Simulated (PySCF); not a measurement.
## Electronic structure of C4H13BN2Si (SMILES BN([SiH2]N)C1CCC1) in real space

```yaml
atoms:
  - { symbol: B, position_ang: [-1.1933, -1.7557, -1.0454] }
  - { symbol: N, position_ang: [-0.5903, -0.7642, -0.2764] }
  - { symbol: Si, position_ang: [-1.5555, 0.2551, 0.7847] }
  - { symbol: N, position_ang: [-2.5996, 1.1505, -0.2525] }
  - { symbol: C, position_ang: [0.8367, -0.5660, -0.3333] }
  - { symbol: C, position_ang: [1.6036, -0.5553, 1.0066] }
  - { symbol: C, position_ang: [2.1525, 0.8420, 0.6824] }
  - { symbol: C, position_ang: [1.3348, 0.8669, -0.6176] }
  - { symbol: H, position_ang: [-0.5454, -2.4322, -1.7533] }
  - { symbol: H, position_ang: [-2.3545, -1.9071, -0.9739] }
  - { symbol: H, position_ang: [-0.7522, 1.2638, 1.4707] }
  - { symbol: H, position_ang: [-2.1822, -0.6366, 1.7753] }
  - { symbol: H, position_ang: [-3.2801, 1.7663, 0.1622] }
  - { symbol: H, position_ang: [-3.0100, 0.6585, -1.0311] }
  - { symbol: H, position_ang: [1.2533, -1.2913, -1.0354] }
  - { symbol: H, position_ang: [2.3552, -1.3373, 1.1001] }
  - { symbol: H, position_ang: [0.9512, -0.5902, 1.8755] }
  - { symbol: H, position_ang: [3.2296, 0.8699, 0.5285] }
  - { symbol: H, position_ang: [1.8830, 1.6121, 1.4026] }
  - { symbol: H, position_ang: [1.9216, 0.9667, -1.5290] }
  - { symbol: H, position_ang: [0.5327, 1.6007, -0.6317] }
```

Geometry: GFN2-xTB.

Theory: PySCF 2.14.0, PBE0/pcSseg-1, SCF density, gas phase, non-relativistic.

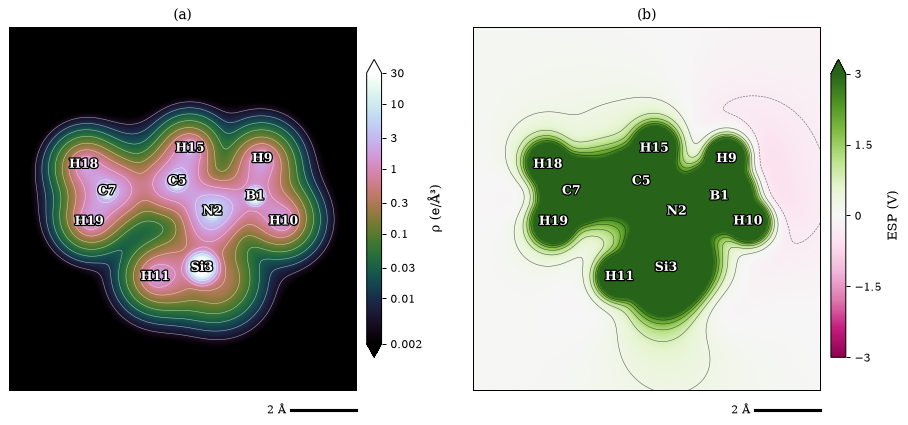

Figure 1. (a) electron density; (b) molecular electrostatic potential on the plane of atoms N2, Si3 and H11.

Question: What do the fields say about this system?

Answer: The section cuts through B, N, Si, C and H sites. B–N (1.39 Å): the density is about 1.9 e/Å³ at the midpoint. C–N (1.44 Å): ρ at the midpoint is about 1.9 e/Å³. C–H (1.09 Å): ρ at the midpoint is about 2 e/Å³. B–H (1.17 Å): ρ at the midpoint is about 1.3 e/Å³. Outside the dense part of the molecule the potential is most negative (−0.6 V) near H9.

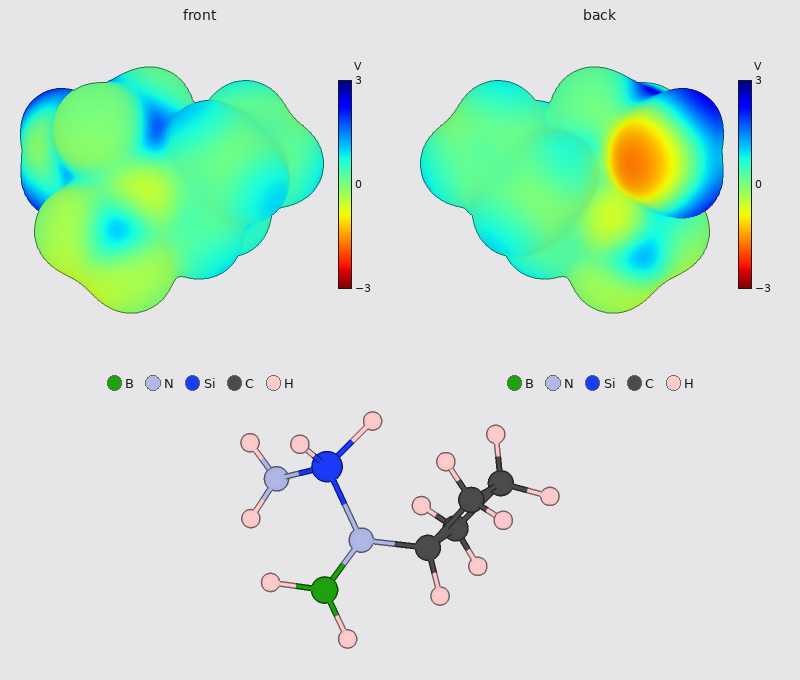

Figure 2. The electrostatic potential painted on the density surface at 0.004 e/bohr³, seen from the front and from behind; red is negative and blue positive. The bare structure is drawn below in the same view.

Question: Where is the surface potential most negative and most positive?

Answer: The most negative region (about −1.6 V) lies over N4, the most positive (about +2.2 V) over Si3 and H13. N4 is the likeliest acceptor of a hydrogen bond.
